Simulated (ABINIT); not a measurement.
# Gap slopes of SnO2 (Cassiterite) from G0W0 (biaxial strain)

Does PBE give the same change of gap under biaxial strain as G0W0? The case is SnO2 (Cassiterite).

Calculated with ABINIT 10.8.3; PBE and many-body steps on it, plane waves.

### 1. Set-up

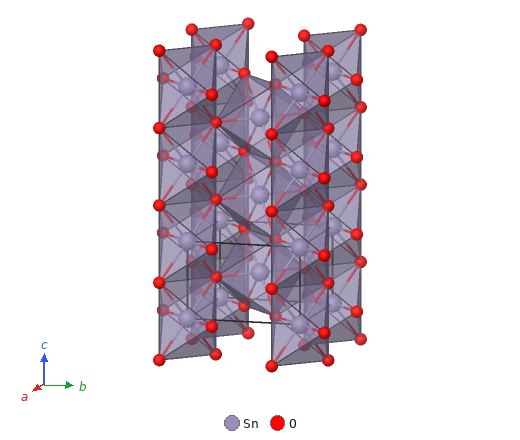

The starting structure, seen slightly off an axis (tin purple, oxygen red). 1×1×3 cells are drawn. Some periodic images of atoms are drawn too.

Geometry: measured (diffraction), ions relaxed with PBE. The runs that relaxed it are not among those shown.

### 2. Ground state

This step: ABINIT 10.8.3; DFT, PBE, plane waves, norm-conserving pseudopotentials.

The ground-state density comes first.

The input, run.abi:

```
acell 3*1.0 Angstrom
rprim 
  4.738000000000 0.000000000000 0.000000000000
  0.000000000000 4.738000000000 0.000000000000
  0.000000000000 0.000000000000 3.186500000000
ntypat 2
znucl 50 8
natom 6
typat 1 1 2 2 2 2
xred 
  0.000000000000 0.000000000000 0.000000000000
  0.500000000000 0.500000000000 0.500000000000
  0.305428436736 0.305428436736 -0.000000000000
  0.194571563264 0.805428436736 0.500000000000
  0.694571563264 0.694571563264 -0.000000000000
  0.805428436736 0.194571563264 0.500000000000
pp_dirpath "pseudos"
pseudos "Sn.upf, O.upf"
ecut 42
ngkpt 4 4 6
nshiftk 1
shiftk 0 0 0
kptopt 1
chksymbreak 0
nband 41
occopt 1
tolvrs 1e-10
nstep 60
prtwf 0
optforces 0
optstress 0
indata_prefix "in"
outdata_prefix "out"
tmpdata_prefix "tmp"
```

Launch:

```sh
$ OMP_NUM_THREADS=1 mpirun -n 8 abinit run.abi > log
```

Numbers of over 12 decimals in the logs are rounded to 6 here.

Output:

```text
.Version 10.8.3 of ABINIT. v10.8.2 released Aug 2026.

 Symmetries : space group P4_2/m n m (#136); Bravais tP (primitive tetrag.)
================================================================================
 Values of the parameters that define the memory need of the present run
     intxc =       0    ionmov =       0      iscf =       7    lmnmax =       6
     lnmax =       6     mgfft =      54  mpssoang =       3    mqgrid =    3001
     natom =       6  nloc_mem =       1    nspden =       1   nspinor =       1
[...]
psp_core            :  1.11710042103051E+01
local_psp           : -4.86851860510625E+02
non_local_psp       : -2.33071249188092E+01
total_energy        : -5.09496080208389E+02
total_energy_eV     : -1.38640946293638E+04
band_energy         : -6.12470823112368E+01

== END DATASET(S) ==============================================================
================================================================================

 -outvars: echo values of variables after computation  --------
           etotal     -5.0949608021E+02
            nband          41
             nkpt          24
          spgroup         136
 [... the other variables as echoed above ...]

 Calculation completed.
```

The job ended after 69 s (8 MPI ranks of Arm Neoverse N1, shared host; peak memory 0.72 GiB).

This step gave:

* total energy: -13864.0946 eV
* gap: 1.247 eV
* k of the valence top: 0, 0, 0
* k of the conduction bottom: 0, 0, 0
* least direct gap: 1.247 eV

The gap is direct, at Γ.

### 3. Empty states on the mesh, 4×4×4 mesh, 119 bands

The sums over transitions need many empty states on a uniform mesh; this step solves for them.

run.abi: that of step 2 with these lines changed.

```diff
@@ -19,3 +19,3 @@
 ecut 42
-ngkpt 4 4 6
+ngkpt 4 4 4
 nshiftk 1
@@ -24,9 +24,10 @@
 chksymbreak 0
-nband 41
-occopt 1
-tolvrs 1e-10
+iscf -2
+irdden 1
+istwfk *1
+nband 119
+nbdbuf 10
+tolwfr 1e-09
 nstep 60
-prtwf 0
-optforces 0
-optstress 0
+prtvol 0
 indata_prefix "in"
```

Output:

```text
.Version 10.8.3 of ABINIT. v10.8.2 released Aug 2026.

 Symmetries : space group P4_2/m n m (#136); Bravais tP (primitive tetrag.)
[... echo of the input left out ...]
== DATASET  1 ==================================================================
-   mpi_nproc: 8, omp_nthreads: 1 (-1 if OMP is not activated)

--- !DatasetInfo
iteration_state: {dtset: 1, }
dimensions: {natom: 6, nkpt: 18, mband: 119, nsppol: 1, nspinor: 1, nspden: 1, mpw: 6312, }
cutoff_energies: {ecut:  42.0, pawecutdg:  -1.0, }
[...]
2.02432    2.03850    2.05395    2.08602    2.08928    2.08928    2.09142    2.13917
   2.17126    2.17759    2.17759    2.19480    2.23331    2.25256    2.29822    2.29822
   2.33141    2.34394    2.34394    2.37460    2.44637    2.44818    2.45151
 prteigrs : prtvol=0 or 1, do not print more k-points.

== END DATASET(S) ==============================================================
================================================================================

 -outvars: echo values of variables after computation  --------
            nband         119
             nkpt          18
          spgroup         136
 [... the other variables as echoed above ...]

 Calculation completed.
```

Wall time 2.1 min (8 MPI ranks); peak memory 0.77 GiB.

This step gave:

```
gap                                                           : 1.247 eV
k of the valence top                                          : 0, 0, 0
k of the conduction bottom                                    : 0, 0, 0
least direct gap                                              : 1.247 eV
k points computed                                             : 18
lowest point of the top converged band, above the valence top : 52.0671 eV
```

On this mesh the gap is 1.247 eV.

### 4. Screening, 4×4×4 mesh, 109 bands, screening to 130.6 eV

The RPA dielectric matrix is built and inverted for each q.

This step: RPA screening on PBE, plane waves, norm-conserving pseudopotentials.

run.abi: that of step 3 with these lines changed.

```diff
@@ -24,10 +24,11 @@
 chksymbreak 0
-iscf -2
-irdden 1
 istwfk *1
-nband 119
-nbdbuf 10
-tolwfr 1e-09
-nstep 60
-prtvol 0
+occopt 1
+irdwfk 1
+optdriver 3
+nband 109
+ecuteps 4.8
+inclvkb 2
+awtr 1
+symchi 1
 indata_prefix "in"
```

Output:

```text
.Version 10.8.3 of ABINIT. v10.8.2 released Aug 2026.

 Symmetries : space group P4_2/m n m (#136); Bravais tP (primitive tetrag.)
[... echo of the input left out ...]
== DATASET  1 ==================================================================
-   mpi_nproc: 8, omp_nthreads: 1 (-1 if OMP is not activated)

--- !DatasetInfo
iteration_state: {dtset: 1, }
dimensions: {natom: 6, nkpt: 18, mband: 109, nsppol: 1, nspinor: 1, nspden: 1, mpw: 6312, }
cutoff_energies: {ecut:  42.0, pawecutdg:  -1.0, }
[...]
--------------------------------------------------------------------------------
[... chi0 elements left out ...]
 For q-point:  0.000010 0.000020 0.000030
  dielectric constant =   4.6057
  dielectric constant without local fields =   4.8197

  Average fulfillment of the sum rule on Im[epsilon] for q-point    1 :     42.90  [%]
[... wings left out ...]
  q-point number  2        q = ( 0.250000, 0.000000, 0.000000) [r.l.u.]
--------------------------------------------------------------------------------
[... chi0 elements left out ...]
  Average fulfillment of the sum rule on Im[epsilon] for q-point    2 :     57.11  [%]

 [... 16 further q-points ...]
```

Elapsed: 6.7 min, on 8 MPI ranks; peak memory 4.3 GiB.

Numbers from this step:

| Quantity | Value |
| --- | --- |
| ε∞ with local fields, on this mesh, along the program's q direction | 4.606 |
| the same without local fields | 4.820 |
| plasma frequency | 36.20 eV |
| plane waves in the screening matrix | 249 |

Local fields lower ε∞ by 4 %. On a Γ-centred mesh this coarse the value itself is usually too large, while a short band sum pulls it down.

### 5. G0W0, strain +0 %

The self-energy is evaluated for the states that the input lists, and the levels follow from it, in one-shot runs by the linearised quasiparticle equation.

This step: G0W0 on PBE, plane waves, norm-conserving pseudopotentials.

run.abi: that of step 4 with these lines changed.

```diff
@@ -27,8 +27,15 @@
 irdwfk 1
-optdriver 3
+optdriver 4
 nband 109
+gwcalctyp 0
+ecutsigx 42
+symsigma 1
+nkptgw 1
+kptgw 
+  0.0000000000 0.0000000000 0.0000000000
+bdgw 
+  32 36
 ecuteps 4.8
-inclvkb 2
-awtr 1
-symchi 1
+irdscr 1
+ppmodel 1
 indata_prefix "in"
```

Output:

```text
.Version 10.8.3 of ABINIT. v10.8.2 released Aug 2026.

 Symmetries : space group P4_2/m n m (#136); Bravais tP (primitive tetrag.)
[... echo of the input left out ...]
== DATASET  1 ==================================================================
-   mpi_nproc: 8, omp_nthreads: 1 (-1 if OMP is not activated)

--- !DatasetInfo
iteration_state: {dtset: 1, }
dimensions: {natom: 6, nkpt: 18, mband: 109, nsppol: 1, nspinor: 1, nspden: 1, mpw: 6312, }
cutoff_energies: {ecut:  42.0, pawecutdg:  -1.0, }
electrons: {nelect:   6.80000000E+01, charge:   0.00000000E+00, occopt:   1.00000000E+00, tsmear:   1.00000000E-02, }

 SIGMA: Calculation of the GW corrections

 Based on a program developped by R.W. Godby, V. Olevano, G. Onida, and L. Reining.
 Incorporated in ABINIT by V. Olevano, G.-M. Rignanese, and M. Torrent.
.Using double precision arithmetic ; gwpc =  8

[... cell and pseudopotentials left out ...]
--------------------------------------------------------------------------------

 ==== K-mesh for the wavefunctions ====
 Number of points in the irreducible wedge :    18
[... list of points left out ...]
 Together with 16 symmetry operations and time-reversal symmetry
 yields    64 points in the full Brillouin Zone.

 ==== Q-mesh for screening function ====
 Number of points in the irreducible wedge :    18
[... list of points left out ...]
 Together with 16 symmetry operations and time-reversal symmetry
 yields    64 points in the full Brillouin Zone.

 vcoul_init : cutoff-mode = AUXILIARY_FUNCTION
 q-points for optical limit:   1
     1)      0.000010    0.000020    0.000030
 setmesh: FFT mesh size selected  =    54x   54x   36
          total number of points  =       104976

 Number of electrons calculated from density =   68.0000; Expected =   68.0000
 average of density, n =  0.140867
 r_s =    1.1923
 omega_plasma =   36.2043 [eV]

 === KS Band Gaps ===
  >>>> For spin  1
   Minimum direct gap =   1.2469 [eV], located at k-point      :   0.0000  0.0000  0.0000
   Fundamental gap    =   1.2469 [eV], Top of valence bands at :   0.0000  0.0000  0.0000
                                       Bottom of conduction at :   0.0000  0.0000  0.0000
 SIGMA fundamental parameters:
 PLASMON POLE MODEL  1
 number of plane-waves for SigmaX                 6273
 number of plane-waves for SigmaC and W            249
 number of plane-waves for wavefunctions          6273
 number of bands                                   109
 number of independent spin polarizations            1
 number of spinorial components                      1
 number of k-points in IBZ                          18
 number of q-points in IBZ                          18
 number of symmetry operations                      16
 number of k-points in BZ                           64
 number of q-points in BZ                           64
 number of frequencies for dSigma/dE                 9
 frequency step for dSigma/dE [eV]                0.25
 number of omega for Sigma on real axis              0
 max omega for Sigma on real axis  [eV]           0.00
 zcut for avoiding poles [eV]                     0.10

 EPSILON^-1 parameters (SCR file):
 dimension of the eps^-1 matrix on file            249
 dimension of the eps^-1 matrix used               249
 number of plane-waves for wavefunctions          6273
 number of bands                                   109
 number of q-points in IBZ                          18
 number of frequencies                               2
 number of real frequencies                          1
 number of imag frequencies                          1

 matrix elements of self-energy operator (all in [eV])

 Perturbative Calculation

--- !SelfEnergy_ee
iteration_state: {dtset: 1, }
kpoint     : [   0.000,    0.000,    0.000, ]
spin       : 1
KS_gap     :    1.247
QP_gap     :    2.697
Delta_QP_KS:    1.450
data: !SigmaeeData |
     Band     E0 <VxcDFT>   SigX SigC(E0)      Z dSigC/dE  Sig(E)    E-E0       E
       32   6.012 -19.998 -25.532   5.127   0.792  -0.262 -20.321  -0.323   5.689
       33   6.012 -19.998 -25.532   5.127   0.792  -0.262 -20.321  -0.323   5.689
       34   6.784 -20.352 -26.236   5.464   0.792  -0.263 -20.684  -0.332   6.452
       35   8.031 -16.527 -12.621  -2.583   0.845  -0.183 -15.409   1.118   9.149
       36  12.980 -16.307 -10.626  -3.640   0.839  -0.192 -14.595   1.712  14.692

== END DATASET(S) ==============================================================
================================================================================

 -outvars: echo values of variables after computation  --------
           etotal      0.0000000000E+00
            nband         109
             nkpt          18
          spgroup         136
 [... the other variables as echoed above ...]

 Calculation completed.
```

Wall time 13 s (8 MPI ranks); peak memory 2.5 GiB; 1.8 min of CPU time.

This step gave:

* G0W0 gap on the points computed: 2.697 eV
* starting gap on the mesh: 1.247 eV
* k of the valence top: 0, 0, 0
* k of the conduction bottom: 0, 0, 0
* Z at the valence top: 0.792
* Z at the conduction bottom: 0.845
* least direct G0W0 gap on the computed points: 2.697 eV

The gap on the mesh goes from 1.25 eV to 2.70 eV, a correction of +1.45 eV.

### 6. G0W0, strain -1 %

The cell differs from the one that the last finished run ended in (a 4.738 → 4.691 Å, b 4.738 → 4.691 Å).

The input, run.abi:

```
acell 3*1.0 Angstrom
rprim 
  4.690620000000 0.000000000000 0.000000000000
  0.000000000000 4.690620000000 0.000000000000
  0.000000000000 0.000000000000 3.186500000000
ntypat 2
znucl 50 8
natom 6
typat 1 1 2 2 2 2
xred 
  0.000000000000 -0.000000000000 0.000000000000
  0.500000000000 0.500000000000 0.500000000000
  0.305370776438 0.305370776438 -0.000000000000
  0.194629223562 0.805370776438 0.500000000000
  0.694629223562 0.694629223562 -0.000000000000
  0.805370776438 0.194629223562 0.500000000000
pp_dirpath "pseudos"
pseudos "Sn.upf, O.upf"
ecut 42
ngkpt 4 4 4
nshiftk 1
shiftk 0 0 0
kptopt 1
chksymbreak 0
istwfk *1
occopt 1
irdwfk 1
optdriver 4
nband 107
gwcalctyp 0
ecutsigx 42
symsigma 1
nkptgw 1
kptgw 
  0.0000000000 0.0000000000 0.0000000000
bdgw 
  32 36
ecuteps 4.8
irdscr 1
ppmodel 1
indata_prefix "in"
outdata_prefix "out"
tmpdata_prefix "tmp"
```

Output:

```text
.Version 10.8.3 of ABINIT. v10.8.2 released Aug 2026.

 Symmetries : space group P4_2/m n m (#136); Bravais tP (primitive tetrag.)
[... echo of the input left out ...]
== DATASET  1 ==================================================================
-   mpi_nproc: 8, omp_nthreads: 1 (-1 if OMP is not activated)

--- !DatasetInfo
iteration_state: {dtset: 1, }
dimensions: {natom: 6, nkpt: 18, mband: 107, nsppol: 1, nspinor: 1, nspden: 1, mpw: 6196, }
cutoff_energies: {ecut:  42.0, pawecutdg:  -1.0, }
[...]
34   7.034 -20.376 -26.261   5.433   0.795  -0.258 -20.735  -0.359   6.675
       35   8.489 -16.566 -12.560  -2.653   0.847  -0.180 -15.419   1.147   9.636
       36  13.331 -16.117 -10.458  -3.633   0.843  -0.186 -14.409   1.708  15.039

== END DATASET(S) ==============================================================
================================================================================

 -outvars: echo values of variables after computation  --------
           etotal      0.0000000000E+00
            nband         107
             nkpt          18
          spgroup         136
 [... the other variables as echoed above ...]

 Calculation completed.
```

The job ended after 11 s (8 MPI ranks; peak memory 2.4 GiB; 91 s of CPU time).

This step gave:

```
G0W0 gap on the points computed              : 2.961 eV
starting gap on the mesh                     : 1.456 eV
k of the valence top                         : 0, 0, 0
k of the conduction bottom                   : 0, 0, 0
least direct G0W0 gap on the computed points : 2.961 eV
```

The gap on the mesh goes from 1.46 eV to 2.96 eV, a correction of +1.51 eV.

Ground state, empty states and screening of this cell were made anew, as for the first cell; those steps are not shown. Geometry: measured (diffraction), biaxial strain, ions relaxed with PBE.

### 7. G0W0, strain +1 %

The cell differs from the one that the last finished run ended in (a 4.691 → 4.785 Å, b 4.691 → 4.785 Å).

The input, run.abi:

```
acell 3*1.0 Angstrom
rprim 
  4.785380000000 0.000000000000 0.000000000000
  0.000000000000 4.785380000000 0.000000000000
  0.000000000000 0.000000000000 3.186500000000
ntypat 2
znucl 50 8
natom 6
typat 1 1 2 2 2 2
xred 
  0.000000000000 -0.000000000000 0.000000000000
  0.500000000000 0.500000000000 0.500000000000
  0.305621186762 0.305621186762 0.000000000000
  0.194378813238 0.805621186762 0.500000000000
  0.694378813238 0.694378813238 0.000000000000
  0.805621186762 0.194378813238 0.500000000000
pp_dirpath "pseudos"
pseudos "Sn.upf, O.upf"
ecut 42
ngkpt 4 4 4
nshiftk 1
shiftk 0 0 0
kptopt 1
chksymbreak 0
istwfk *1
occopt 1
irdwfk 1
optdriver 4
nband 111
gwcalctyp 0
ecutsigx 42
symsigma 1
nkptgw 1
kptgw 
  0.0000000000 0.0000000000 0.0000000000
bdgw 
  32 36
ecuteps 4.8
irdscr 1
ppmodel 1
indata_prefix "in"
outdata_prefix "out"
tmpdata_prefix "tmp"
```

Output:

```text
.Version 10.8.3 of ABINIT. v10.8.2 released Aug 2026.

 Symmetries : space group P4_2/m n m (#136); Bravais tP (primitive tetrag.)
[... echo of the input left out ...]
== DATASET  1 ==================================================================
-   mpi_nproc: 8, omp_nthreads: 1 (-1 if OMP is not activated)

--- !DatasetInfo
iteration_state: {dtset: 1, }
dimensions: {natom: 6, nkpt: 18, mband: 111, nsppol: 1, nspinor: 1, nspden: 1, mpw: 6444, }
cutoff_energies: {ecut:  42.0, pawecutdg:  -1.0, }
[...]
34   6.538 -20.328 -26.209   5.493   0.789  -0.267 -20.634  -0.306   6.232
       35   7.591 -16.493 -12.695  -2.516   0.843  -0.186 -15.412   1.082   8.673
       36  12.627 -16.499 -10.799  -3.650   0.836  -0.197 -14.786   1.712  14.340

== END DATASET(S) ==============================================================
================================================================================

 -outvars: echo values of variables after computation  --------
           etotal      0.0000000000E+00
            nband         111
             nkpt          18
          spgroup         136
 [... the other variables as echoed above ...]

 Calculation completed.
```

The job ended after 13 s (8 MPI ranks; peak memory 2.5 GiB).

This step gave:

```yaml
g0w0_gap_on_the_points_computed: 2.441 eV
starting_gap_on_the_mesh: 1.053 eV
k_of_the_valence_top: 0, 0, 0
k_of_the_conduction_bottom: 0, 0, 0
least_direct_g0w0_gap_on_the_computed_points: 2.441 eV
```

The gap on the mesh goes from 1.05 eV to 2.44 eV, a correction of +1.39 eV.

Again on this cell's own states.

(Continued in part 2 of 2.)

[Paths, hosts, dates, memory and timing lines, banners, echoed tables and standing remarks are left out of the program output.]

[Logs are printed without paths, hosts, clocks, repeated set-up lines and the standing remarks that a program may print on its own settings, such as how far it seeks lower states.]

[Runs of the session that timed out or met a known fault of the program may be left out.]

[Hosts, paths, dates, database ids (printed as entryN), source tags and the programs' standing remarks are cut or masked in the printed files.]

[G0W0 gaps are taken among the corrected bands and points alone; a level outside them can change the order at an edge.]

[Where Ansatz stands beside ABINIT at settings called matched, ABINIT's density can come from a denser mesh and the files from another edition; pairs whose starting gaps differed by over 0.03 eV were left out, so agreement reads better than it is.]
